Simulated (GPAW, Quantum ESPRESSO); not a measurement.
# In (I4/mmm): the In K absorption edge, part 2 of 4

Do two independent programs agree on the In K edge of In (I4/mmm)? The same cell and functional are run with XSpectra and with GPAW.

Quantum ESPRESSO 7.5 and GPAW 26.7.0; core-hole supercells, plane-wave PAW LDA.

So far. Step 2 (Ground state of the crystal (Quantum ESPRESSO)): The mesh shows no gap, so the system is treated as a metal and the core electron is put at the Fermi level (neutral cell). Step 3 (Spectrum without a core hole, In atom 1 (Quantum …): Main maxima below 30 eV (height): 7.3 eV (1.12) and 23.3 eV (1.21). A K edge sees empty p states on the absorber.

### 6. Supercell with XCH, In atom 1 (Quantum ESPRESSO)

Level of this step: plane-wave PAW DFT, LDA, scalar-relativistic, self-consistent field (Quantum ESPRESSO).

The holes are 5.7 Å apart. The excited electron is kept in the cell, where it fills the lowest empty states and screens the hole.

scf.in reads:

```
&control
   calculation='scf', prefix='x', pseudo_dir='../pp', outdir='tmp', tprnfor=.true.
/
&system
   ibrav=0, nat=6, ntyp=2, nbnd=49
   ecutwfc=41, ecutrho=240
   occupations='smearing', smearing='mv', degauss=0.015
/
&electrons
   conv_thr=6.0e-08, electron_maxstep=120
   mixing_beta=0.5
/
ATOMIC_SPECIES
In0 1.0 In.lda-dn-kjpaw-1sch.UPF
In 1.0 In.lda-dn-kjpaw.UPF
CELL_PARAMETERS angstrom
  -4.87641000 1.62547000 2.47370000
  -4.87641000 -1.62547000 -2.47370000
  0.00000000 -3.25094000 4.94740000
ATOMIC_POSITIONS crystal
In0  0.00000000 0.00000000 0.00000000
In   0.16666667 0.16666667 0.50000000
In   0.33333333 0.33333333 0.00000000
In   0.50000000 0.50000000 0.50000000
In   0.66666667 0.66666667 0.00000000
In   0.83333333 0.83333333 0.50000000
K_POINTS automatic
5 5 5 0 0 0
```

The run is started by

```
$ OMP_NUM_THREADS=1 mpirun --oversubscribe --bind-to none -np 4 pw.x -nk 4 -in scf.in > scf.out
```

Numbers of over 12 decimals in the logs are rounded to 6 here.

Log:

```text
     [... banner and references ...]
[banner, memory and clock lines left out]
using ibrav=0 with symmetry is DISCOURAGED, use correct ibrav instead

     G-vector sticks info

     bravais-lattice index     =            0
     lattice parameter (alat)  =      10.7798  a.u.
     unit-cell volume          =    1058.5534 (a.u.)^3
     number of atoms/cell      =            6
     number of atomic types    =            2
     number of electrons       =        79.00
     number of Kohn-Sham states=           49
     kinetic-energy cutoff     =      41.0000  Ry
     charge density cutoff     =     240.0000  Ry
     scf convergence threshold =      6.0E-08
     mixing beta               =       0.5000
     number of iterations used =            8  plain     mixing
     Exchange-correlation= SLA  PZ   NOGX NOGC
                           (   1   1   0   0   0   0   0)

     celldm(1)=  10.779843  celldm(2)=   0.000000  celldm(3)=   0.000000
     celldm(4)=   0.000000  celldm(5)=   0.000000  celldm(6)=   0.000000

     crystal axes: (cart. coord. in units of alat)
               a(1) = (  -0.854844   0.284948   0.433644 )
               a(2) = (  -0.854844  -0.284948  -0.433644 )
               a(3) = (   0.000000  -0.569896   0.867288 )

     reciprocal axes: (cart. coord. in units 2 pi/alat)
               b(1) = ( -0.584902  0.877354  0.576510 )
               b(2) = ( -0.584902 -0.877354 -0.576510 )
               b(3) = (  0.000000 -0.877354  0.576510 )

     PseudoPot. #1 for In:     Pseudo is Projector augmented-wave + core cor, Zval = 14.0

     PseudoPot. #2 for In:     Pseudo is Projector augmented-wave + core cor, Zval = 13.0

[...]
k =-0.0000 0.5264 0.1153 (  4688 PWs)   bands (ev):

[...]
k =-0.4679-0.1755 0.1153 (  4706 PWs)   bands (ev):

[...]
k =-0.4679-0.3509 0.2306 (  4695 PWs)   bands (ev):

[...]
k =-0.0000 1.0528 0.2306 (  4701 PWs)   bands (ev):

[...]
15.4312

          k =-0.0000 0.8774 0.3459 (  4705 PWs)   bands (ev):

[...]
4.3539   4.9372   6.2069   6.6188   7.7468   8.9434   9.5382   9.9822
    11.3572  11.5131  12.0580  12.1071  14.0703  14.3218  14.8482  14.9281
    15.3336

     the Fermi energy is    10.2588 ev

!    total energy              =   -2393.24719139 Ry
     total all-electron energy =    -68458.922034 Ry
     estimated scf accuracy    <       0.00000001 Ry
     smearing contrib. (-TS)   =       0.00006018 Ry
     internal energy E=F+TS    =   -2393.24725156 Ry

     The total energy is F=E-TS. E is the sum of the following terms:
     one-electron contribution =    -219.82352661 Ry
     hartree contribution      =     183.38106756 Ry
     xc contribution           =    -275.22452926 Ry
     ewald contribution        =    -535.78976109 Ry
     one-center paw contrib.   =   -1545.79050216 Ry

     convergence has been achieved in   8 iterations

     Forces acting on atoms (cartesian axes, Ry/au):

     atom    1 type  1   force =    -0.00000000   -0.00000000   -0.00000000
     atom    2 type  2   force =    -0.00074226    0.00000000   -0.00000000
     atom    3 type  2   force =    -0.00206117   -0.00000000    0.00000000
     atom    4 type  2   force =    -0.00000000    0.00000000    0.00000000
     atom    5 type  2   force =     0.00206117   -0.00000000    0.00000000
     atom    6 type  2   force =     0.00074226    0.00000000    0.00000000

     Total force =     0.003098     Total SCF correction =     0.000046

     XML data file, charge density, pseudopotentials, collected wavefunctions
```

Run time: 41 s. Hardware: 4 MPI ranks of Arm Neoverse V2, shared host; peak memory 0.17 GiB; 2.7 min of CPU time.

Energy with the hole: -931431.085 eV, cores included.

### 7. Spectrum with XCH, In atom 1 (Quantum ESPRESSO)

The Lanczos recursion gives the spectrum without computing empty bands; each polarisation needs a run of its own on the full k mesh. xe0 is set between filled and empty states, and states below it are cut, here at the Fermi level, which holds the excited electron. The file of filecore holds the core orbital, taken from the hole-free data set.

xspectra.in reads:

```
&input_xspectra
   calculation='xanes_dipole', edge='K'
   prefix='x', outdir='tmp', xiabs=1, xe0=10.2588
   xonly_plot=.false., x_save_file='xanes.sav'
   xniter=3000, xcheck_conv=20, xerror=0.005
   xcoordcrys=.false., xepsilon(1)=1, xepsilon(2)=0, xepsilon(3)=0
/
&plot
   xnepoint=61, xemin=-10, xemax=70, terminator=.true., cut_occ_states=.true.
   xgamma=3.96
/
&pseudos
   filecore='../In.wfc'
/
&cut_occ
   cut_desmooth=0.1, cut_stepl=0.05, cut_stepu=0.05, cut_ierror=1e-5
/
5 5 5 0 0 0
```

xspectra_1.in, as its differences from xspectra.in of step 7:

```diff
@@ -5,3 +5,3 @@
    xniter=3000, xcheck_conv=20, xerror=0.005
-   xcoordcrys=.false., xepsilon(1)=1, xepsilon(2)=0, xepsilon(3)=0
+   xcoordcrys=.false., xepsilon(1)=0, xepsilon(2)=1, xepsilon(3)=0
 /
```

xspectra_2.in, as its differences from xspectra_1.in of step 7:

```diff
@@ -5,3 +5,3 @@
    xniter=3000, xcheck_conv=20, xerror=0.005
-   xcoordcrys=.false., xepsilon(1)=0, xepsilon(2)=1, xepsilon(3)=0
+   xcoordcrys=.false., xepsilon(1)=0, xepsilon(2)=0, xepsilon(3)=1
 /
```

The run is started by

```
$ OMP_NUM_THREADS=1 mpirun --oversubscribe --bind-to none -np 4 xspectra.x -nk 4 -in xspectra.in > xspectra.out
```

Log:

```text
     [... banner and references ...]
Reading input_file

     calculation: xanes_dipole

     xepsilon  [cartesian coordinates]:   1.000000   0.000000   0.000000

     xonly_plot: FALSE
        => complete calculation: Lanczos + spectrum plot

     filecore (core-wavefunction file): ../In.wfc

     main plot parameters:
        cut_occ_states: TRUE
        gamma_mode:  constant
        -> using xgamma [eV]:  3.96
        xemin [eV]: -10.00
        xemax [eV]:  70.00
        xnepoint:   61
        xe0 [eV]:  10.258800 (energy zero read in input file)

     WARNING: variable ef_r is obsolete

                      Reading SCF save directory: x.save

     tmp/x.save/

     Exchange-correlation= PZ
                           (   1   1   0   0   0   0   0)

     G-vector sticks info

                           Getting the Fermi energy

     From SCF save directory:
        ehomo [eV]:   10.6171 (highest occupied level)
        elumo [eV]:   10.6423 (lowest occupied level)
        ef    [eV]:   10.6171

     -> ef (in eV) will be written in x_save_file

                           Energy zero of the spectrum

     -> ef will NOT be used as energy zero of the spectrum
       (because xe0 read in input file)

     G-vector sticks info

     bravais-lattice index     =            0
     lattice parameter (alat)  =      10.7798  a.u.
     unit-cell volume          =    1058.5534 (a.u.)^3
     number of atoms/cell      =            6
     number of atomic types    =            2
     number of electrons       =        79.00
     number of Kohn-Sham states=           49
     kinetic-energy cutoff     =      41.0000  Ry
     charge density cutoff     =     240.0000  Ry
     Exchange-correlation= PZ
                           (   1   1   0   0   0   0   0)

     celldm(1)=  10.779843  celldm(2)=   0.000000  celldm(3)=   0.000000
     celldm(4)=   0.000000  celldm(5)=   0.000000  celldm(6)=   0.000000

     crystal axes: (cart. coord. in units of alat)
               a(1) = (  -0.854844   0.284948   0.433644 )
               a(2) = (  -0.854844  -0.284948  -0.433644 )
               a(3) = (   0.000000  -0.569896   0.867288 )

     reciprocal axes: (cart. coord. in units 2 pi/alat)
               b(1) = ( -0.584902  0.877354  0.576510 )
               b(2) = ( -0.584902 -0.877354 -0.576510 )
               b(3) = (  0.000000 -0.877354  0.576510 )

     PseudoPot. #1 for In:     Pseudo is Projector augmented-wave + core cor, Zval = 14.0

     PseudoPot. #2 for In:     Pseudo is Projector augmented-wave + core cor, Zval = 13.0

     atomic species   valence    mass     pseudopotential
     In0              14.00     1.00000     In( 1.00)
     In               13.00     1.00000     In( 1.00)

      4 Sym. Ops., with inversion, found

   Cartesian axes

     site n.     atom                  positions (alat units)
         1        In0    tau(   1) = (   0.0000000   0.0000000   0.0000000  )
         2        In     tau(   2) = (  -0.2849479  -0.2849479   0.4336441  )
         3        In     tau(   3) = (  -0.5698957  -0.0000000   0.0000000  )
         4        In     tau(   4) = (  -0.8548436  -0.2849479   0.4336441  )
         5        In     tau(   5) = (  -1.1397914  -0.0000000   0.0000000  )
         6        In     tau(   6) = (  -1.4247393  -0.2849479   0.4336441  )

     number of k points=   125  Marzari-Vanderbilt smearing, width (Ry)=  0.0150

     Number of k-points >= 100: set verbosity='high' to print them.

     Dense  grid:    66489 G-vectors     FFT dimensions: (  54,  54,  60)

     Smooth grid:    37463 G-vectors     FFT dimensions: (  45,  45,  45)

     The potential is recalculated from file :
     tmp/x.save/charge-density

     Starting wfcs are   54 atomic wfcs
     Checking if some PAW data can be deallocated...

               Reading core wavefunction file for the absorbing atom

     ../In.wfc successfully read

                              Attributing the PAW radii
                     for the absorbing atom [units: Bohr radius]

        PAW proj 1: r_paw(l= 0)= 3.00  (1.5*r_cut)
        PAW proj 2: r_paw(l= 0)= 3.00  (1.5*r_cut)
        PAW proj 3: r_paw(l= 1)= 3.75  (1.5*r_cut)
        PAW proj 4: r_paw(l= 1)= 3.75  (1.5*r_cut)
        PAW proj 5: r_paw(l= 2)= 2.55  (1.5*r_cut)
        PAW proj 6: r_paw(l= 2)= 2.55  (1.5*r_cut)

        NB: The calculation will not necessary use all these r_paw values.
            - For a edge in the electric-dipole approximation,
              only the r_paw(l=1) values are used.
            - For a K edge in the electric-quadrupole approximation,
              only the r_paw(l=2) values are used.

            - For a L2 or L3 edge in the electric-quadrupole approximation,

              all projectors (s, p and d) are used.

                          Starting XANES calculation
                     in the electric dipole approximation

     Method of calculation based on the Lanczos recursion algorithm
        - STEP 1: Construction of a kpoint-dependent Lanczos basis,
          in which the Hamiltonian is tridiagonal (each 'iter'
          corresponds to the calculation of one more Lanczos vector)
        - STEP 2: Calculation of the cross-section as a continued fraction
          averaged over the k-points.

     ... Begin STEP 1 ...

        Radial transition matrix element(s) used in the calculation of the
        initial vector of the Lanczos basis (|tilde{phi}_abs> normalized)
        | For PAW proj. (l=1) #1: radial matrix element =   0.001086855
        | For PAW proj. (l=1) #2: radial matrix element =   0.001539372

NB: the    32 k-point are not all listed below because npool=  4
        |-------------------------------------------------------------
        ! k-point #     1:  ( 0.0000,  0.0000,  0.0000),  0.0160,   1
        |-------------------------------------------------------------
 okvan= T
        |   Norm of the initial Lanczos vector: 0.18409553E-02
        |   Estimated error at iter     20:   1.09953788
        |   Estimated error at iter     40:   0.09139626
        |   Estimated error at iter     60:   0.01637178
        |   Estimated error at iter     80:   0.00553714
        !   => CONVERGED at iter    100 with error=  0.00436796
        |-------------------------------------------------------------
        ! k-point #     2:  ( 0.0000, -0.1755,  0.1153),  0.0160,   1
        |-------------------------------------------------------------
 okvan= T
        |   Norm of the initial Lanczos vector: 0.18409554E-02
        |   Estimated error at iter     20:   1.09933575
        |   Estimated error at iter     40:   0.07562386
        |   Estimated error at iter     60:   0.01381000
        !   => CONVERGED at iter     80 with error=  0.00351223
        |-------------------------------------------------------------
     [... 29 further k-points ...]
        ! k-point #    32:  (-0.2340, -0.1755,  0.1153),  0.0160,   1
        |-------------------------------------------------------------
 okvan= T
        |   Norm of the initial Lanczos vector: 0.18409555E-02
        |   Estimated error at iter     20:   1.09915072
        |   Estimated error at iter     40:   0.03046187
        |   Estimated error at iter     60:   0.01144400
        !   => CONVERGED at iter     80 with error=  0.00286203

     Results of STEP 1 successfully written in x_save_file
     x_save_file name:
     ->  xanes.sav
     x_save_file version:  2

     ... End STEP 1 ...

     ... Begin STEP 2 ...

     The spectrum is calculated using the following parameters:
        xe0 [eV]:   10.2588
        the occupied states are elimintate from the spectrum
        xemin [eV]: -10.00
        xemax [eV]:  70.00
        xnepoint:   61
        constant broadening parameter [eV]:    3.960
        Core level energy [eV]: -0.2794E+05
         (from electron binding energy of neutral atoms in X-ray data booklet)

     Cross-section successfully written in xanes.dat

     ... End STEP 2 ...

                                END JOB XSpectra
```

Elapsed: 36 s, on 4 MPI ranks; peak memory 0.11 GiB; 2.4 min of CPU time.

The In K spectrum, In atom 1, excited-electron core hole (neutral cell) (energy from the energy zero of the input (xe0, at the border of filled and empty states); intensity scaled to a mean of 1 over the first 20 eV; the points at xe0, where the cut of filled states can leave a spike, are interpolated; polarised curves are means over the symmetry-equivalent atoms):

```tsv
E (eV)	isotropic	ε ⊥ c	ε ∥ c
-2.0	0.58	0.57	0.59
-0.5	0.75	0.74	0.77
1.0	0.93	0.92	0.96
2.5	1.09	1.07	1.11
4.0	1.16	1.15	1.18
5.5	1.17	1.17	1.17
7.0	1.12	1.13	1.11
8.5	1.05	1.06	1.02
10.0	0.98	0.99	0.95
11.5	0.92	0.93	0.90
13.0	0.88	0.88	0.89
14.5	0.88	0.87	0.90
16.0	0.90	0.89	0.93
17.5	0.94	0.93	0.97
19.0	0.99	0.97	1.01
20.5	1.02	1.01	1.04
22.0	1.04	1.04	1.03
23.5	1.02	1.03	0.99
25.0	0.98	0.99	0.94
26.5	0.93	0.95	0.91
28.0	0.91	0.91	0.90
29.5	0.89	0.89	0.90
31.0	0.89	0.89	0.90
```

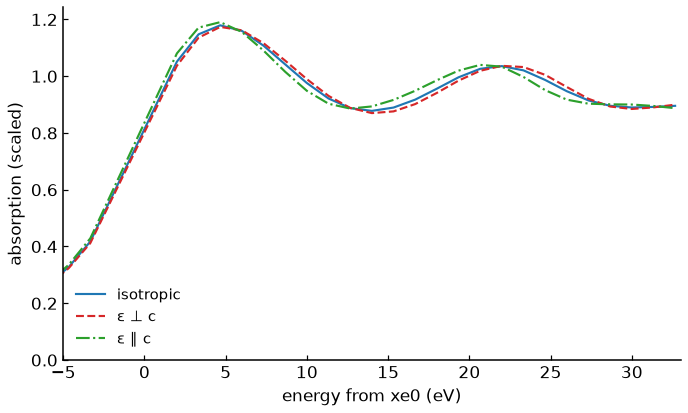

The In K edge, In atom 1, excited-electron core hole (neutral cell): main maxima at 4.7 and 22.0 eV.

Main maxima below 30 eV (height): 4.7 eV (1.18) and 22.0 eV (1.04). 

### 8. The field without a hole (GPAW)

The second program starts from its own ground state, on the same cell and functional.

scf.py reads:

```python
import numpy as np
from ase import Atoms
from ase.parallel import parprint, paropen
from gpaw import GPAW, PW, FermiDirac, Mixer, MixerDif, setup_paths
from gpaw.test import gen
setup_paths.insert(0, '.')
gen('In', name='nch1s', xcname='LDA', corehole=(1, 0, 0), write_xml=True)
from gpaw.mpi import world
world.barrier()

atoms = Atoms('In',
    cell=[[-1.62547, 1.62547, 2.4737],
     [1.62547, -1.62547, 2.4737],
     [1.62547, 1.62547, -2.4737]],
    scaled_positions=[[0, 0, 0]],
    pbc=True)
atoms.calc = calc = GPAW(legacy_gpaw=True, mode=PW(500), xc='LDA', setups={0: 'nch1s'},
    kpts={'size': (11, 11, 11), 'gamma': True}, occupations=FermiDirac(0.05),
    charge=0, mixer=Mixer(0.1, 5, 50), maxiter=150,
    convergence={'density': 0.0001}, txt='scf.txt')
energy = atoms.get_potential_energy() + calc.get_reference_energy()
ef = calc.get_fermi_level()
out = dict(energy=energy, fermi=ef, forces=atoms.get_forces().tolist())
parprint(f'all-electron energy {energy:.4f} eV, Fermi level {ef:.4f} eV')
ev = np.array([[calc.get_eigenvalues(k, s) for k in range(len(calc.get_ibz_k_points()))] for s in range(calc.get_number_of_spins())])
out['homo'], out['lumo'], out['counts'] = ev[ev < ef].max(), ev[ev > ef].min(), sorted(set((ev < ef).sum((0, 2)).tolist()))
out['filled'] = (ev[:, 0] < ef).sum(1).tolist()
import json
with paropen('out.json', 'w') as f:
    json.dump(out, f)
```

The run is started by

```
$ OMP_NUM_THREADS=1 mpirun -n 4 gpaw python scf.py
```

Log:

```text
Input parameters:
  convergence: {density: 0.0001}
  kpts: {gamma: True,
         size: (11, 11, 11)}
  maxiter: 150
  mixer: {backend: pulay,
          beta: 0.1,
          method: separate,
          nmaxold: 5,
          weight: 50}
  mode: {ecut: 500.0,
         name: pw}
  occupations: {fixmagmom: False,
                name: fermi-dirac,
                width: 0.05}
  setups: {0: nch1s}

Initialize ...

[...]
*s    :     0.688594
5p(1) :    -0.099218     1.008179
*p    :     0.900782
4d(10):    -0.688051     0.308169
*d    :     0.311949
--------------------------------

Diagonalizing with gridspacing h=0.050

state   all-electron     PAW
-------------------------------
5s:      -0.311406    -0.312130
5p:      -0.099218    -0.099945
4d:      -0.688051    -0.689005
*f:                    0.063553
-------------------------------
all-electron energy -159837.7103 eV, Fermi level 6.6330 eV
[key lines of the parts left out:]
Converged after 10 iterations.
Dipole moment: (0.000000, -0.000000, 0.000000) |e|*Ang
Free energy:     -3.421882
Fermi level: 6.63301
```

Run time: 5.4 s. Hardware: 4 MPI ranks; peak memory 0.16 GiB; 21 s of CPU time.

The mesh shows no gap, so the system is treated as a metal and the core electron is put at the Fermi level (neutral cell).

[end of part 2 of 4]

[Banner, clock and machine lines of the logs are left out without a mark of their own.]

[Logs are printed without paths, hosts, clocks, repeated set-up lines and the standing remarks that a program may print on its own settings, such as how far it seeks lower states.]

[Hosts, paths, dates, database ids (printed as entryN), source tags and the programs' standing remarks are cut or masked in the printed files.]

[Lists of maxima count a maximum above −3 eV only where it reaches 4 % of the highest in the window and stands out from its surroundings by 2 % of it (1.5 % where it reaches 55 %); shoulders and weaker maxima are passed over, and of the rest the first, up to two pre-edge ones and the few strongest are named.]
